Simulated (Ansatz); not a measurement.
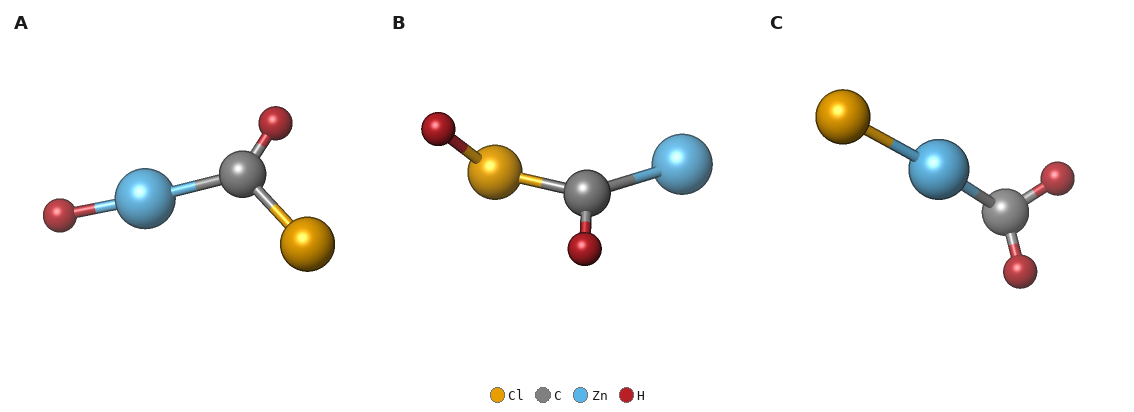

3 stationary structures of one formula. The species has charge −1 and is a spin singlet. Geometries: PBE0-D4/def2-TZVPD. Electronic energies: RHF-CCSD(T) (frozen core) with 3s3p of Cu, Zn/def2-TZVPPD (Ansatz 0.2.0), without zero-point energy. No frequency run is at hand to confirm each as a minimum.

**Which is lowest in energy, and by how much?**

C is lowest; A lies 2.220 eV above it, B lies 5.230 eV above it (C1).
